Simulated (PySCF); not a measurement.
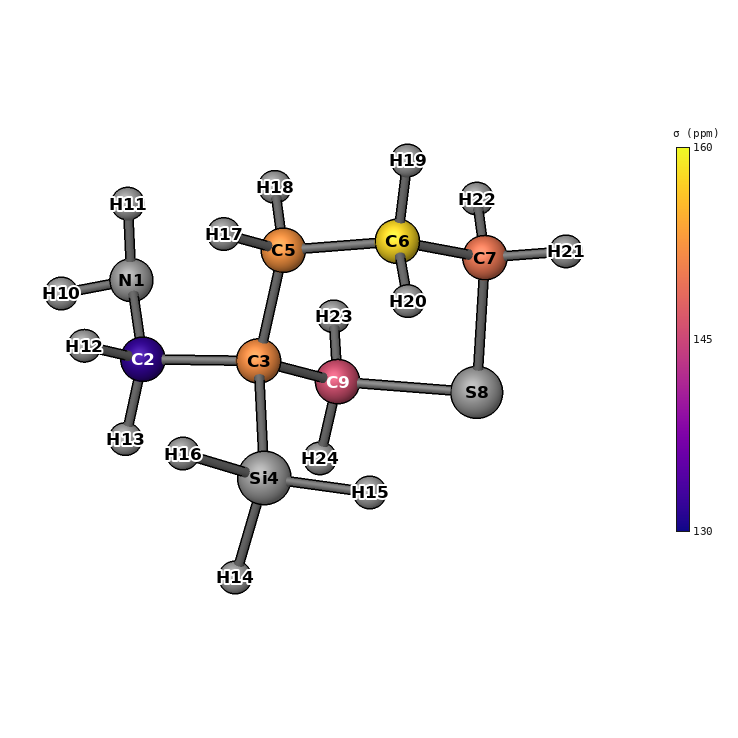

Atoms are coloured by their isotropic NMR shieldings (C only, the others grey). Computed geometry: GFN2-xTB optimisation. No frequency run is at hand to confirm it as a minimum. Method: GIAO PBE0/pcSseg-1 NMR shielding, non-relativistic, gas phase (PySCF 2.14.0).

Which C atom is the most shielded (lowest chemical shift)?

Answer. C6 (157.7 ppm).

Which C atom is the least shielded (highest chemical shift)?

Answer. C2 (132.1 ppm).

How wide is the range of C shifts?

Answer. 25.6 ppm.

List the isotropic NMR shieldings of the C atoms.

| atom | σ (ppm) |
| --- | --- |
| C2 | 132.1 |
| C3 | 152.0 |
| C5 | 152.5 |
| C6 | 157.7 |
| C7 | 149.9 |
| C9 | 146.0 |

The geometry is semi-empirical. Around Si such bond lengths and angles can be off by a tenth of an ångström or more and by several degrees, and values that hang on the shape move with them.
